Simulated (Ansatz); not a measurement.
## Run report: ZrH5O4F, geometry relaxation (part 1 of 2)

- system: ZrH5O4F
- method: RKS PBE-D4/def2-SVP (Ansatz 0.2.0)

It belongs to a series of runs on one base structure; here: end point B relaxed. Figures and captions count atoms from 1; the log counts them from 0 in places.

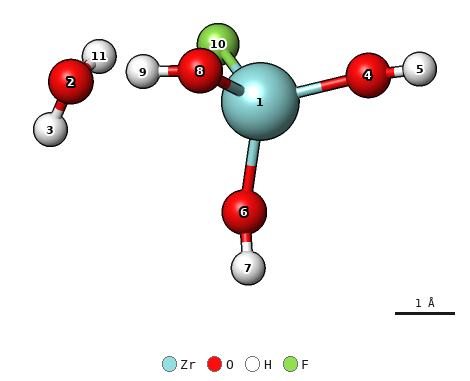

*The input geometry (ball-and-stick view, seen at a tilt; atoms are numbered from 1 in the order of the input). Sticks mark near contacts.*

Bond lengths as drawn: F–Zr 1.97 Å, H–O 0.97 to 0.99 Å and O–Zr 1.93 to 1.95 Å.

Key numbers

```csv
quantity,value
outcome,converged
total energy,−12256.0212 eV
mean-field energy,−12255.8027 eV
largest force (length of the vector) at the end,0.024 eV/Å
hardware,"4 threads of Arm Neoverse V1, 24 GiB of memory available, shared host"
wall time,30 s (CPU time 1.9 min)
peak memory,0.18 GiB
```

The input
```yaml
crystal:
  periodic: [false, false, false]
  atoms:
    - { symbol: Zr, position_ang: [0.524097, 0.146396, -0.289427] }
    - { symbol: O, position_ang: [-0.85097, -0.124076, 2.660059] }
    - { symbol: H, position_ang: [-1.549131, 0.561078, 2.717683] }
    - { symbol: O, position_ang: [1.743322, -0.16708, -1.755528] }
    - { symbol: H, position_ang: [2.161939, -0.48512, -2.566794] }
    - { symbol: O, position_ang: [-0.995983, 1.248483, -0.789009] }
    - { symbol: H, position_ang: [-1.75581, 1.548042, -1.309751] }
    - { symbol: O, position_ang: [-0.11512, -1.593733, 0.324675] }
    - { symbol: H, position_ang: [-0.591419, -1.54171, 1.188121] }
    - { symbol: F, position_ang: [1.411198, 1.038474, 1.230505] }
    - { symbol: H, position_ang: [-0.014224, 0.409446, 2.674467] }
basis:
  gaussian: { orbitals: def2-SVP }
hamiltonian:
  xc: pbe
  dispersion: d4
relax:
  f_tol: 0.03
  max_steps: 50
```

Run as:
```bash
ansatz run input.yaml --threads 4 --pin off --max-ram 5120MiB --backend cpu --events-out ev --progress --plain --runs-dir out
```

The program's output
```
The last accepted step is kept in [file] (removed where the run ends without a failure and the disk answers)
Engine: ansatz 0.2.0, aarch64-unknown-linux-gnu
Functional definition: PBE
  parameter kappa = 0.804
  parameter beta = 0.06672455060314922
  exchange = pbe_x(kappa = kappa, mu = beta*pi^2/3)
  correlation = pbe_c(beta = beta)
1288 factors; their error is unknown
mean field evaluation 1: about -12232.8135 eV, gradient 1.1e2 eV
mean field evaluation 2: about -12006.2167 eV, gradient 3.3e2 eV
mean field evaluation 4: about -12253.5471 eV, gradient 3.4e1 eV
mean field evaluation 8: about -12255.5097 eV, gradient 8.7e-1 eV
mean field evaluation 16: about -12255.4763 eV, gradient 2.0e-4 eV
mean field -12255.47625827 eV, -450.3804454314 hartree, gradient 3.6e-5 eV, S^2 0.000000; 0 other end points of the search recorded, 0 dependent functions left out
the calculation of the forces begins
reference -12255.47634332 eV, -450.3804485566 hartree; 29, 29 occupied and 97, 97 virtual orbitals, 1288 factors
relax step   1: F+E_penalty+E_count = -12255.68076674 eV  Δ(F+E_penalty+E_count) = +0.000e0 eV  max|allowed force component| = 4.571e-1 eV/Å  Δτ_max = 0.0000 Å  (29 SCF iters, accepted)
these checks for a lower state are left out or cut short: starts, cluster_reference, orbital_swaps, neighbouring_geometries, increment
1288 factors; their error is unknown
mean field -12255.50180943 eV, -450.3813844192 hartree, gradient 2.4e-5 eV, S^2 0.000000; 0 other end points of the search recorded, 0 dependent functions left out
[... from here on the field's lines of each further geometry are left out, up to the last ...]
relax step   2: F+E_penalty+E_count = -12255.71273751 eV  Δ(F+E_penalty+E_count) = -3.197e-2 eV  max|allowed force component| = 4.875e-1 eV/Å  Δτ_max = 0.1928 Å  (31 SCF iters, accepted)
relax step   3: F+E_penalty+E_count = -12255.75633713 eV  Δ(F+E_penalty+E_count) = -4.360e-2 eV  max|allowed force component| = 4.910e-1 eV/Å  Δτ_max = 0.1493 Å  (32 SCF iters, accepted)
relax step   4: F+E_penalty+E_count = -12255.81184545 eV  Δ(F+E_penalty+E_count) = -5.551e-2 eV  max|allowed force component| = 5.826e-1 eV/Å  Δτ_max = 0.1952 Å  (36 SCF iters, accepted)
relax step   5: F+E_penalty+E_count = -12255.84937269 eV  Δ(F+E_penalty+E_count) = -3.753e-2 eV  max|allowed force component| = 5.811e-1 eV/Å  Δτ_max = 0.1448 Å  (31 SCF iters, accepted)
relax step   6: F+E_penalty+E_count = -12255.88237898 eV  Δ(F+E_penalty+E_count) = -3.301e-2 eV  max|allowed force component| = 7.299e-1 eV/Å  Δτ_max = 0.0853 Å  (30 SCF iters, accepted)
relax step   7: F+E_penalty+E_count = -12255.90348993 eV  Δ(F+E_penalty+E_count) = -2.111e-2 eV  max|allowed force component| = 6.844e-1 eV/Å  Δτ_max = 0.1537 Å  (29 SCF iters, accepted)
relax step   8: F+E_penalty+E_count = -12255.94346018 eV  Δ(F+E_penalty+E_count) = -3.997e-2 eV  max|allowed force component| = 3.068e-1 eV/Å  Δτ_max = 0.1441 Å  (30 SCF iters, accepted)
relax step   9: F+E_penalty+E_count = -12255.97299926 eV  Δ(F+E_penalty+E_count) = -2.954e-2 eV  max|allowed force component| = 5.535e-1 eV/Å  Δτ_max = 0.1627 Å  (34 SCF iters, accepted)
relax step  10: F+E_penalty+E_count = -12255.99297017 eV  Δ(F+E_penalty+E_count) = -1.997e-2 eV  max|allowed force component| = 4.739e-1 eV/Å  Δτ_max = 0.1186 Å  (30 SCF iters, accepted)
relax step  11: F+E_penalty+E_count = -12256.00235713 eV  Δ(F+E_penalty+E_count) = -9.387e-3 eV  max|allowed force component| = 2.213e-1 eV/Å  Δτ_max = 0.0501 Å  (29 SCF iters, accepted)
relax step  12: F+E_penalty+E_count = -12256.00883258 eV  Δ(F+E_penalty+E_count) = -6.475e-3 eV  max|allowed force component| = 2.487e-1 eV/Å  Δτ_max = 0.1050 Å  (29 SCF iters, accepted)
relax step  13: F+E_penalty+E_count = -12256.01493004 eV  Δ(F+E_penalty+E_count) = -6.097e-3 eV  max|allowed force component| = 1.767e-1 eV/Å  Δτ_max = 0.0370 Å  (29 SCF iters, accepted)
relax step  14: F+E_penalty+E_count = -12256.01840116 eV  Δ(F+E_penalty+E_count) = -3.471e-3 eV  max|allowed force component| = 9.473e-2 eV/Å  Δτ_max = 0.0860 Å  (29 SCF iters, accepted)
relax step  15: F+E_penalty+E_count = -12256.02032485 eV  Δ(F+E_penalty+E_count) = -1.924e-3 eV  max|allowed force component| = 3.038e-2 eV/Å  Δτ_max = 0.0218 Å  (29 SCF iters, accepted)
relax step  16: F+E_penalty+E_count = -12256.02088999 eV  Δ(F+E_penalty+E_count) = -5.651e-4 eV  max|allowed force component| = 3.028e-2 eV/Å  Δτ_max = 0.0188 Å  (30 SCF iters, accepted)
the calculation of the forces begins
reference -12255.80271521 eV, -450.3924425025 hartree; 29, 29 occupied and 97, 97 virtual orbitals, 1288 factors
relax step  17: F+E_penalty+E_count = -12256.02109786 eV  Δ(F+E_penalty+E_count) = -2.079e-4 eV  max|allowed force component| = 1.860e-2 eV/Å  Δτ_max = 0.0113 Å  (30 SCF iters, accepted)
```

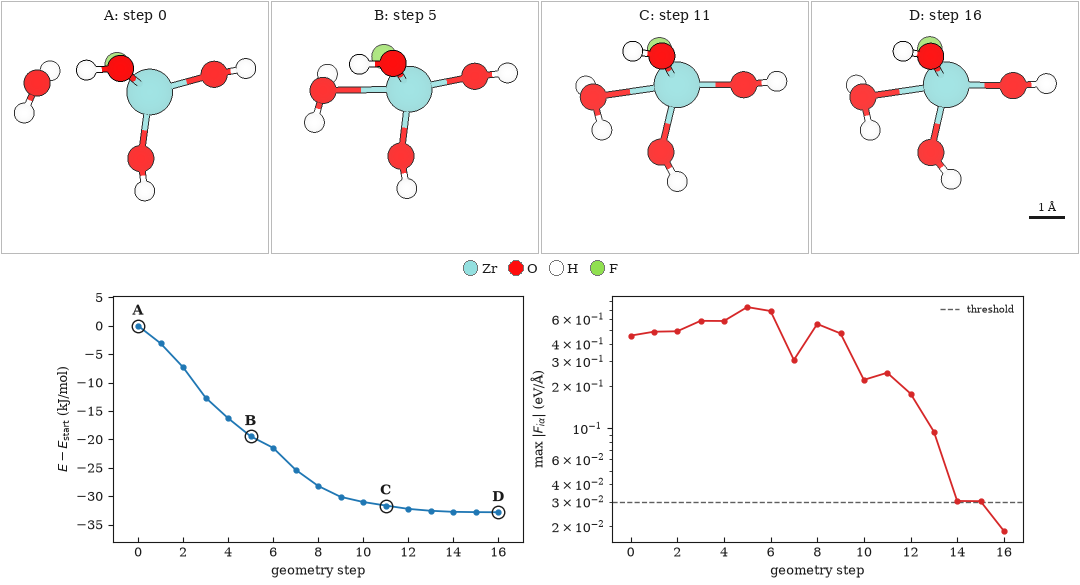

*Frames of the relaxation (ball-and-stick view, seen on its broad side) above the curves, on which the letters mark them (the first geometry is step 0 here and step 1 in the log).*

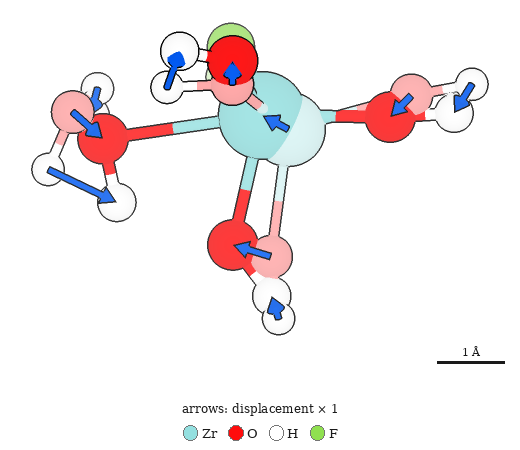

*Start (faint) and end (solid) with the displacements as blue arrows, at true length (ball-and-stick view, seen on its broad side). The two geometries are laid on each other by the best rigid fit.*

H3 moves most after the best rigid fit: 1.16 Å. By element the largest moves are H 1.16 Å, O 0.67 Å, F 0.47 Å, Zr 0.45 Å. Among the contacts that change: Zr1–O2 3.265 → 2.441 Å, Zr1–O6 1.943 → 2.014 Å, Zr1–F10 1.973 → 1.952 Å, O8–H9 0.987 → 0.970 Å. New bonds form: Zr1–O2 (3.27 → 2.44 Å). Among the angles that change: Zr1–O6–H7 158.0° → 129.6°, Zr1–O8–H9 112.7° → 137.2°, Zr1–O4–H5 164.4° → 175.7°. After 16 geometry steps the energy has fallen by 32.8 kJ/mol. Largest force component: 0.46 eV/Å at the start, 0.019 eV/Å at the end. (Atoms are counted from 1 in the order of the input.)

```
1288 factors; their error is unknown
mean field -12255.80262657 eV, -450.3924392450 hartree, gradient 1.4e-5 eV, S^2 0.000000; 1 other end points of the search recorded, 0 dependent functions left out
the calculation of the forces begins
reference -12255.80271521 eV, -450.3924425025 hartree; 29, 29 occupied and 97, 97 virtual orbitals, 1288 factors
Total energy: -12256.02118650 eV, -450.4004711743 hartree
Atom 0 at     0.451703    -0.058136     0.113733 Å, force    -0.007742     0.007179    -0.018602 eV/Å
Atom 1 at    -0.821003     0.329991     2.160696 Å, force    -0.015356     0.017199    -0.007577 eV/Å
Atom 2 at    -1.377905     0.955987     1.629977 Å, force     0.008232    -0.011722     0.010196 eV/Å
Atom 3 at     1.343347    -0.033329    -1.600152 Å, force    -0.004518    -0.000291    -0.011411 eV/Å
Atom 4 at     1.834121    -0.070564    -2.430473 Å, force     0.003887    -0.001727     0.008880 eV/Å
Atom 5 at    -1.120074     1.156778    -0.214793 Å, force     0.001620    -0.007637     0.011082 eV/Å
Atom 6 at    -1.431768     1.555628    -1.043264 Å, force     0.002028     0.001853    -0.003153 eV/Å
Atom 7 at     0.037215    -1.945593     0.407302 Å, force    -0.001975    -0.009334     0.009067 eV/Å
Atom 8 at    -0.480391    -2.470720     1.037042 Å, force     0.001556     0.001013    -0.007061 eV/Å
Atom 9 at     1.759642     0.720509     1.336135 Å, force     0.008388     0.005886     0.009321 eV/Å
Atom 10 at    -0.226988     0.899647     2.688798 Å, force     0.003881    -0.002420    -0.000741 eV/Å
Dipole moment:    -0.349762     0.229990    -0.128895 e Å
```

Trajectory as extended XYZ (Å, eV, eV/Å), 17 frames, from step=1 to step=17
```
11
Properties=species:S:1:pos:R:3:forces:R:3 step=1 energy=-12255.68077
Zr    0.5241    0.1464   -0.2894    0.0270   0.0691   0.3233
O    -0.8510   -0.1241    2.6601    0.3467   0.4571  -0.0999
H    -1.5491    0.5611    2.7177    0.1547  -0.1703  -0.0351
O     1.7433   -0.1671   -1.7555   -0.0249  -0.0312  -0.0229
H     2.1619   -0.4851   -2.5668   -0.0026   0.0364   0.0404
O    -0.9960    1.2485   -0.7890   -0.0529   0.0015  -0.0710
H    -1.7558    1.5480   -1.3098    0.0862  -0.0202   0.0750
O    -0.1151   -1.5937    0.3247   -0.0304   0.0384   0.0986
H    -0.5914   -1.5417    1.1881    0.0480   0.0144  -0.1156
F     1.4112    1.0385    1.2305   -0.1801  -0.1447  -0.1468
H    -0.0142    0.4094    2.6745   -0.3716  -0.2505  -0.0460
11
Properties=species:S:1:pos:R:3:forces:R:3 step=2 energy=-12255.71274
Zr    0.4960    0.1292   -0.2248   -0.1825  -0.0789   0.2195
O    -0.7684   -0.0888    2.4894    0.0799   0.4875   0.1305
H    -1.4921    0.5632    2.5715    0.0364  -0.1033   0.0011
O     1.7192   -0.1585   -1.6925    0.0122  -0.0319  -0.0451
H     2.1423   -0.4512   -2.5107    0.0014   0.0334   0.0419
O    -1.0170    1.2362   -0.7296   -0.0744   0.0284  -0.0606
H    -1.7679    1.5466   -1.2542    0.0340   0.0006   0.0288
O    -0.1258   -1.6284    0.3473   -0.0526  -0.2096  -0.0742
H    -0.6370   -1.5896    1.1890    0.1560   0.0186  -0.1574
F     1.3756    1.0151    1.2882    0.1920   0.1128   0.0535
H     0.0430    0.4663    2.6114   -0.2023  -0.2576  -0.1379
11
Properties=species:S:1:pos:R:3:forces:R:3 step=3 energy=-12255.75634
Zr    0.4808    0.1047   -0.1545   -0.3601  -0.0493  -0.0655
O    -0.7731   -0.0305    2.3520    0.1231   0.4910   0.1388
H    -1.4719    0.6418    2.4806    0.0217  -0.1331  -0.0583
O     1.6913   -0.1481   -1.6405    0.0046  -0.0237  -0.0220
H     2.1103   -0.4142   -2.4702   -0.0082   0.0390   0.0597
O    -1.0294    1.2201   -0.6554   -0.0256   0.0308  -0.0515
H    -1.7731    1.5435   -1.1809    0.0135  -0.0018   0.0009
O    -0.1204   -1.6869    0.3317   -0.0319  -0.2967   0.0770
H    -0.6054   -1.6712    1.1891    0.0964  -0.0496  -0.2609
F     1.3979    0.9953    1.3303    0.3521   0.1840   0.2046
H     0.0608    0.4858    2.5028   -0.1856  -0.1905  -0.0228
```
